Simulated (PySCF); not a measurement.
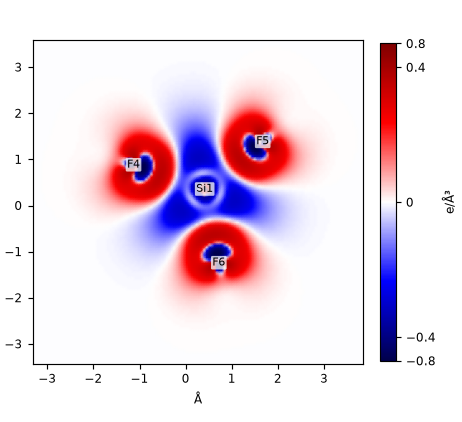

Figure 1: [SiF5]- (F5Si, charge −1). Deformation density (molecule less spherical, spin-averaged free atoms) in the plane of Si1, F4, F5 and F6; colour scale in e/Å³, logarithmic beyond ±0.1; red: gain, blue: loss.

Method: PBE/6-31+G*; geometry: GFN2-xTB; program: PySCF. No frequency check shows the geometry to be a minimum.

How much density has each bond in this plane gained at its critical point, relative to the free atoms?

Si1–F6, Si1–F5 and Si1–F4: +0.01 e/Å³ at the bond critical point (bond length 1.63 Å); up to 0.6 Å beside the axis the gain reaches +0.25 e/Å³. In all, 1.8 electrons gather in the regions of gain relative to the promolecule of neutral atoms (this includes the anion's extra charge). A small or negative value marks a very polar bond, one between electron-rich atoms, whose free-atom densities already overlap strongly, a long bond to a heavier atom, or a closed-shell contact such as a hydrogen bond.

Where do the Hirshfeld charges lie?

The highest Hirshfeld charge is on Si1 (+0.41 e), the lowest on F2 and F3 (−0.31 e).
